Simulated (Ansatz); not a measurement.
Consider H₂···AsH₃ (SMILES [H][H].[AsH3]).

Input

```
crystal:
  periodic: [false, false, false]
  atoms:
    - {symbol: H, position_ang: [0.380764, 0.421620, -2.558476]}
    - {symbol: H, position_ang: [-0.103014, -0.108206, -2.351541]}
    - {symbol: As, position_ang: [-0.441132, -0.485789, 0.915033]}
    - {symbol: H, position_ang: [-0.364348, -0.405427, 2.432930]}
    - {symbol: H, position_ang: [1.073583, -0.448265, 0.779789]}
    - {symbol: H, position_ang: [-0.545754, 1.026167, 0.782365]}
basis:
  gaussian: {orbitals: "def2-TZVPPD.json"}
hamiltonian: {xc: pbe0, dispersion: d4}
output: {orbitals: {seedname: orbitals}}
```

Command:

```sh
ansatz run in.yaml --threads 2 --pin off --events-out ev --progress --plain --max-ram 5222MiB
```

Geometry: PBE0-D4/def2-TZVP.

Level of theory: RKS PBE0-D4/def2-TZVPPD (Ansatz 0.2.0).

> Predict the electron density and electron localisation function between the atoms.

As–H (1.52 Å): the density is about 1.1 e/Å³ at the midpoint; the ELF climbs to about 1 towards the hydrogen, as it does in any bond to H.

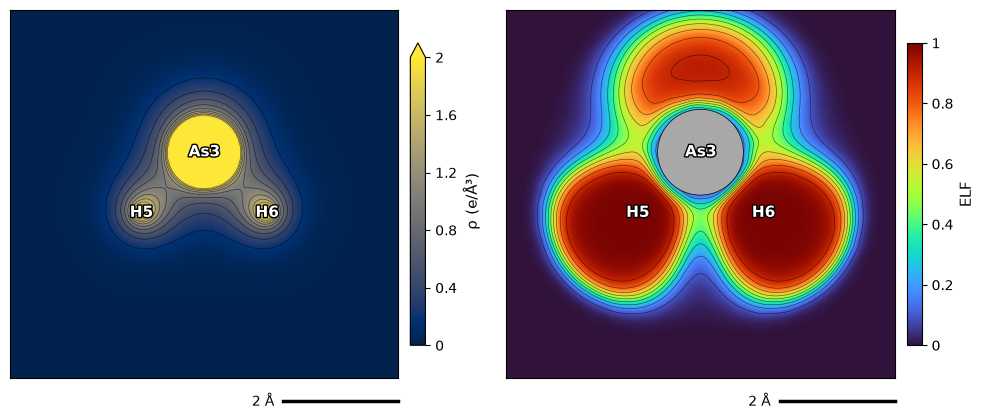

Computed electron density and electron localisation function on the plane of atoms H5, As3 and H6, in this order. Grey discs cover the atomic cores in the ELF map. 
